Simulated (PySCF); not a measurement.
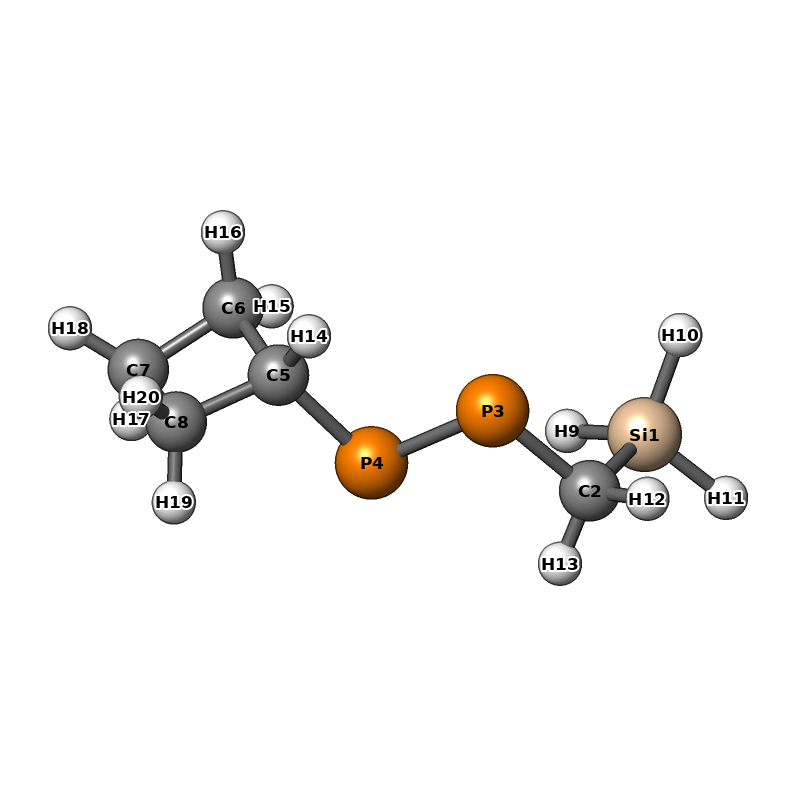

Every bond is drawn as one stick. Computed geometry: GFN2-xTB optimisation. No frequency run is at hand to confirm it as a minimum. Computed with PBE0/pcSseg-1 (PySCF 2.14.0).

List the Mayer bond orders of Si1–C2, C2–P3, P3–P4, P4–C5, C5–C6, C5–C8, C6–C7, C7–C8 (bonds between heavy atoms, one of each equivalent set).

```csv
bond,Mayer order,length (Å)
Si1–C2,0.87,1.910
C2–P3,0.96,1.851
P3–P4,1.81,2.031
P4–C5,0.94,1.867
C5–C6,0.98,1.543
C5–C8,0.99,1.540
C6–C7,1.05,1.534
C7–C8,1.05,1.534
```

The geometry is semi-empirical. Around P, Si such bond lengths and angles can be off by a tenth of an ångström or more and by several degrees, and values that hang on the shape move with them.
